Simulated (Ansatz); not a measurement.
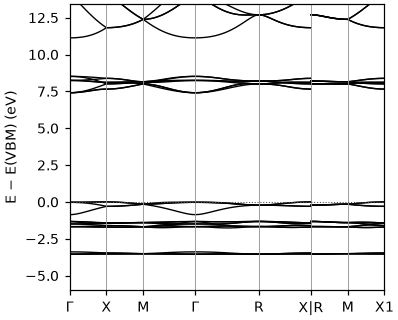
Fig. 1. Band structure from the program Ansatz at the PBE+D3(BJ) level (PAW)

Problem. Read off the gap and where the band edges lie.

Solution. About 7.4 eV (7.41 eV by a search for the band edges); maximum at X, minimum at Γ.

The material is N (α-N2, Pa-3).

Symmetry was held in the PBE+D3(BJ) relaxation. The substance is a gas or liquid at ambient conditions; this is its low-temperature solid.

Potentials: the later of the program's two PAW sets.
